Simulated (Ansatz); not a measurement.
```
Mg Cd Se O
1.0
     3.78928    0.00000    0.00000
     0.00000    3.78928    0.00000
     0.00000    0.00000    9.41073
Mg Cd Se O
3 1 2 2
Direct
  0.00000 0.00000 0.00000
  0.50000 0.50000 0.84960
  0.50000 0.50000 0.15040
  0.00000 0.00000 0.50000
  0.50000 0.00000 0.68150
  0.00000 0.50000 0.31850
  0.50000 0.00000 0.06135
  0.00000 0.50000 0.93865
```

Space group P-4m2; a generated structure, not necessarily the stable one; changed on purpose from its base cell (volume × 0.91, shape and atoms relaxed); computed pressure about 8 GPa in this cell.

Computed with DFT PBE, scalar-relativistic, plane waves, PAW (Ansatz 0.2.0).

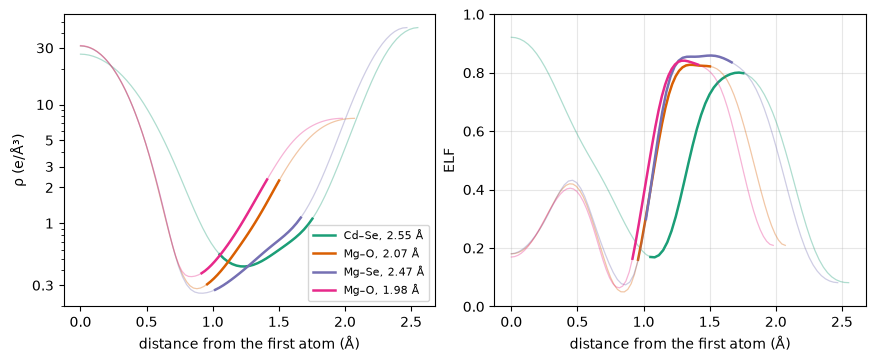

Mg$_{3}$CdSe$_{2}$O$_{2}$. Valence electron density and ELF along straight lines between neighbouring atoms. Thin, pale parts lie inside the atomic spheres.

Core electrons are frozen (PAW), and the valence fields are smoothed inside the atomic spheres.

Compare the contacts.

Cd–Se (2.55 Å): the density is about 0.44 e/Å³ at the midpoint; the ELF is about 0.35 at the midpoint.
Mg–O (2.07 Å): ρ at the midpoint is about 0.37 e/Å³; the ELF peaks at about 0.85 in the valence shell of O, 0.7 Å from its nucleus, and is about 0.35 at the midpoint: an ionic contact with no shared pair.
Mg–Se (2.47 Å): ρ at the midpoint is about 0.4 e/Å³; the ELF is about 0.80 at the midpoint: a largely ionic contact.
Mg–O (1.98 Å): ρ at the midpoint is about 0.44 e/Å³; the ELF peaks at about 0.85 in the valence shell of O, 0.7 Å from its nucleus, and is about 0.35 at the midpoint (a closed-shell, largely ionic contact).
